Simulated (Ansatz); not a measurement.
```yaml
atoms:
  - { symbol: F, position_ang: [-0.3955, -2.1772, 0.7210] }
  - { symbol: Al, position_ang: [0.7389, -1.1948, 0.0315] }
  - { symbol: F, position_ang: [1.9985, -0.7015, 0.9791] }
  - { symbol: F, position_ang: [1.0266, -1.3787, -1.5843] }
  - { symbol: P, position_ang: [-0.5622, 0.9293, -0.0371] }
  - { symbol: H, position_ang: [-1.0220, 1.4570, 1.1831] }
  - { symbol: H, position_ang: [-1.7595, 0.9416, -0.7754] }
  - { symbol: H, position_ang: [0.0674, 2.0671, -0.5736] }
```

Geometry: PBE0-D4/def2-TZVP.

Method: RKS PBE0-D4/def2-TZVPP in Ansatz.

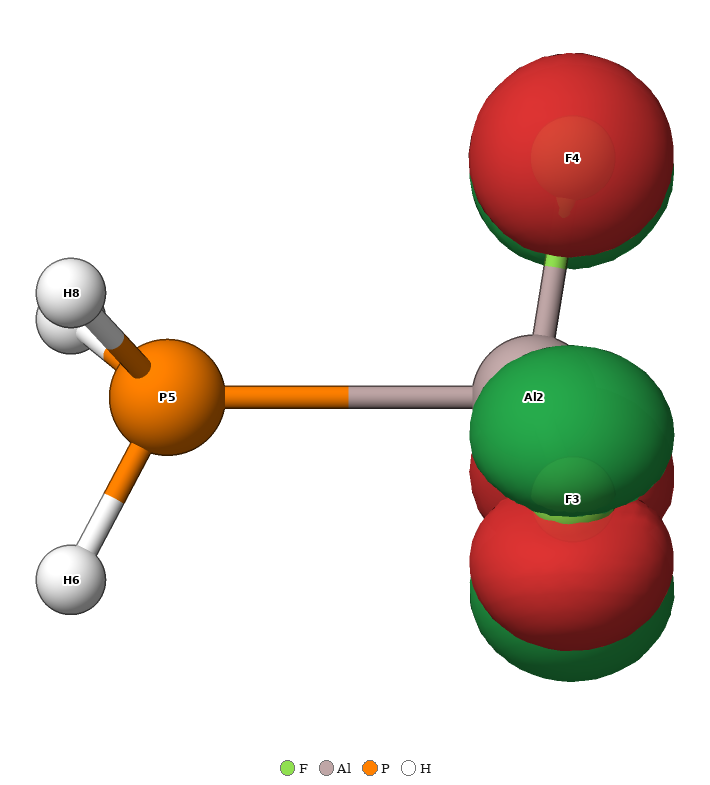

AlF₃H₃P (SMILES [F][Al-]([F])([F])[PH3+]). The HOMO−1 at ±0.15 Å⁻³ᐟ² (green and red are the two phases), seen from one side.

Where does this orbital lie, and at what energy?

Answer. Its weight (Hirshfeld) is mainly on F1 (about 30 %), F3 (about 30 %) and F4 (about 30 %); largely a combination of lone pairs on F1, F3 and F4. Its energy is −10.56 eV.
